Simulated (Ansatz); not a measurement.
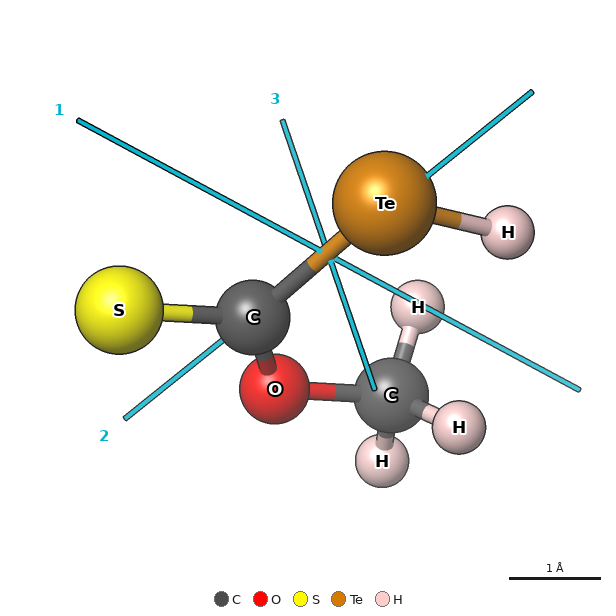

The three principal axes of inertia are drawn and numbered. Distant atoms are faded towards the background colour. Computed geometry: PBE0-D4/def2-TZVP optimisation. No frequency run is at hand to confirm it as a minimum. Masses are those of the most abundant isotopes; constants are for the rigid equilibrium geometry.

Q: Which line is the a axis (least moment of inertia), which b and which c?

A: a is line 2, b is line 1, c is line 3; the moments are 184, 329, 510 u Å².

Q: Classify the rotor and give the rotational constants (cm⁻¹).

A: An asymmetric top (Cs): A = 0.0917, B = 0.0512, C = 0.0331 cm⁻¹. Ray's parameter κ is −0.38, nearer the prolate limit.
